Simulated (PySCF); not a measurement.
CO$_{2}$S$_{3}$, SMILES `O=S=O.S=C=S`.

Level of theory: HF/def2-TZVP (PySCF), at a geometry from GFN2-xTB. The pair's geometry is semi-empirical, so its contact may be too short or too long. GFN2-xTB bond lengths at metals and heavier atoms can be off by up to 0.1 Å and shapes distorted, which carries into these values.

Geometry (Å), atoms numbered from 1:

```
O1      -1.4708    0.6966   -1.2245
S2      -1.7852    0.0310    0.0095
O3      -1.4365    0.7422    1.2084
S4       2.1614    1.0121   -0.0091
C5       1.3725   -0.3127   -0.0009
S6       0.5627   -1.6452    0.0080
```

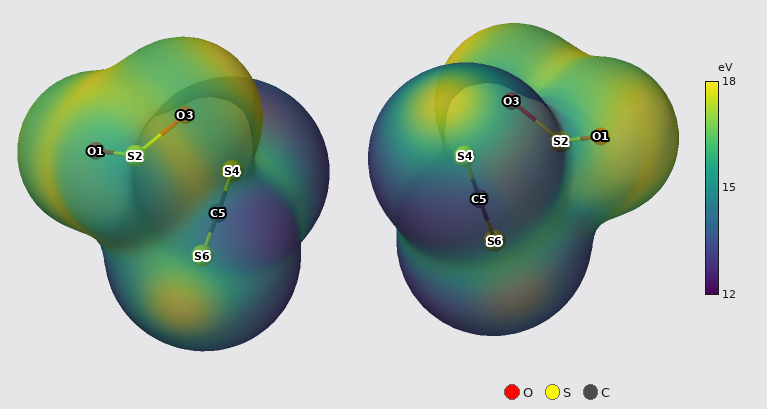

Average local ionisation energy on the surface of electron density 0.001 a.u. (back view left, front view right).

**Where are the most loosely bound electrons on this surface?**

The lowest value is 12.7 eV, 2.2 Å from S6, and at like points elsewhere. Further minima include 12.9 eV, 2.2 Å from S4, and at like points elsewhere; 15.2 eV, 2.1 Å from S2; 16.4 eV, 1.8 Å from O1. For comparison, the highest occupied orbital lies at −10.5 eV.

**What volume does the surface enclose, and what is the dipole moment?**

About 135 Å³; the dipole moment is 1.7 D.
